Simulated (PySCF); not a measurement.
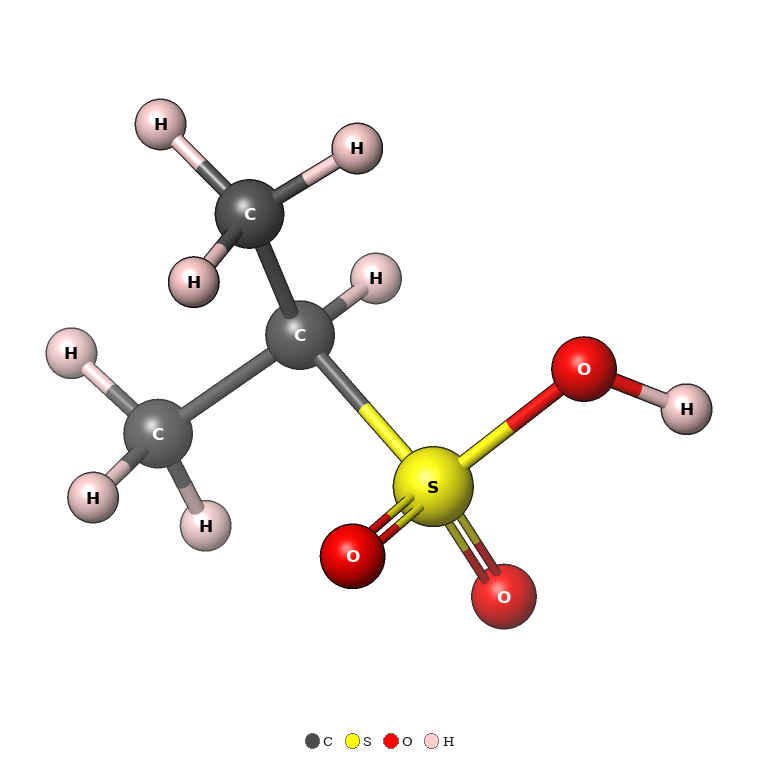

Orthographic view. Atoms fade into the background with distance from the viewer. The computed structure is the end point of a GFN2-xTB optimisation. No frequency run is at hand to confirm it as a minimum.

> Write the InChI string.

InChI=1S/C3H8O3S/c1-3(2)7(4,5)6/h3H,1-2H3,(H,4,5,6)
